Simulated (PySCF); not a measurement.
**C4H6BCl: density, localisation and related maps**

```csv
atom,x (Å),y (Å),z (Å)
Cl,2.9446,-0.2810,0.4689
B,1.6343,0.7213,0.0085
C,0.2702,0.1068,-0.1868
C,-1.0845,0.6935,-0.5367
C,-0.9572,-0.1596,0.6660
C,-0.2667,-1.2981,0.0207
H,1.8444,1.8603,-0.1788
H,-1.5992,0.2894,-1.4007
H,-1.2249,1.7585,-0.4044
H,-1.1244,0.0613,1.6999
H,-0.7463,-1.7810,-0.8228
H,0.3108,-1.9722,0.6401
```

Geometry: GFN2-xTB.

All numbers below come from PySCF 2.14.0, B3LYP/def2-SVPD, SCF density, gas phase.

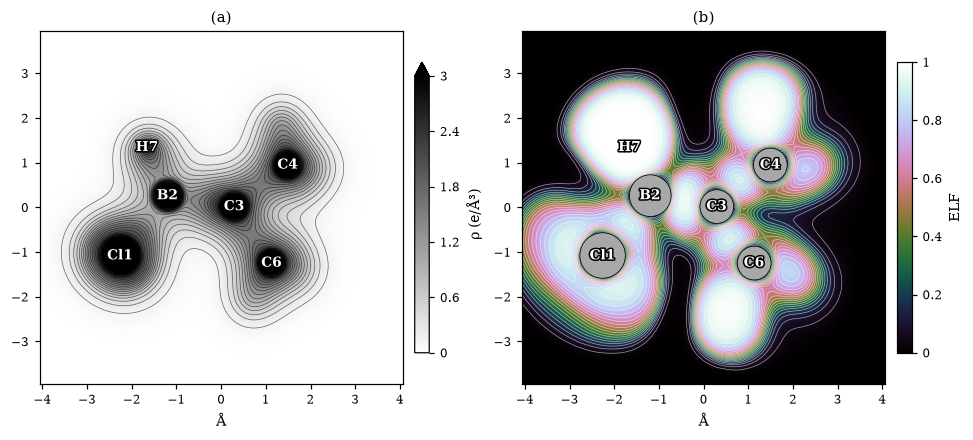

Figure 1. (a) total electron density; (b) electron localisation function on the plane of atoms Cl1, B2 and C3. Grey discs cover the atomic cores in the ELF map.

Q: Read the bonding off the picture.

A: The section cuts through Cl, B, C and H sites. C–B (1.51 Å): the density is about 1.5 e/Å³ at the midpoint; the ELF peaks at about 0.95 between the atoms: a covalent bond. B–Cl (1.71 Å): ρ at the midpoint is about 1.4 e/Å³; the ELF peaks at about 0.90 between the atoms, as expected for a polar covalent bond. B–H (1.17 Å): ρ at the midpoint is about 1.3 e/Å³; the ELF climbs to about 1 towards the hydrogen, as it does in any bond to H: a covalent bond by its length. The ELF also peaks beside Cl1, away from the bonds: lone-pair regions.

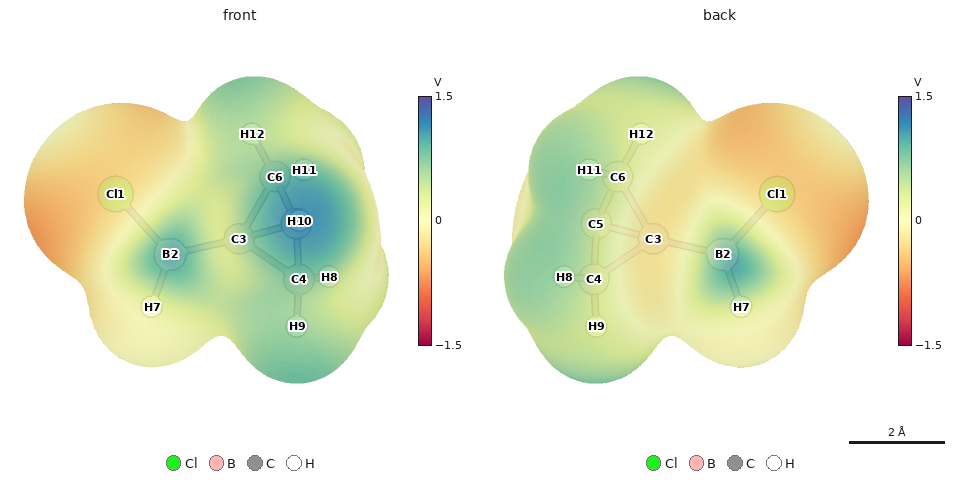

Figure 2. The molecular electrostatic potential painted on the density surface at 0.002 e/bohr³, seen from the front and from behind; the colour scale runs from red (negative) to blue (positive).

Q: Which sites attract a positive test charge, and which a negative one?

A: A positive charge is drawn to the negative regions and a negative charge to the positive ones. The most negative region (about −0.7 V, or −16 kcal/mol for a unit charge) lies over Cl1, the most positive (about +1.1 V, or +25 kcal/mol for a unit charge) over H10.
